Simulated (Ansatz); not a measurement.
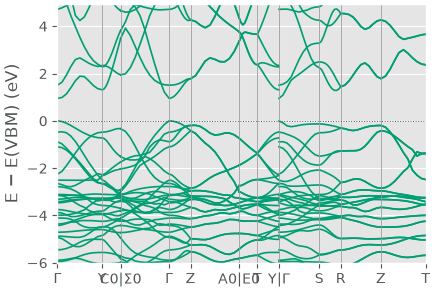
Fig. 1. Band structure from PBEsol in the plane-wave PAW code Ansatz

Question: Read off the gap and where the band edges lie.

Answer: About 1.0 eV (0.95 eV by a search for the band edges); maximum at Γ, minimum at Γ.

The material is Ag2S in space group Cmcm (No. 63; Ag on 4c, Ag on 4b, S on 4c).

The workflow started from a Materials Project entry (that database holds measured and hypothetical structures alike); the Crystallography Open Database copy checked does not list it. COD files the formula under space group No. 4, 14, so this cell is another polymorph or a model. Whether it is the stable phase at ambient conditions was not checked. Symmetry was held in the PBEsol relaxation; its stability against distortions is not shown here. The run is not spin-polarised. Spin–orbit coupling is left out wherever it is not named.

Potentials: the later of the program's two PAW sets.
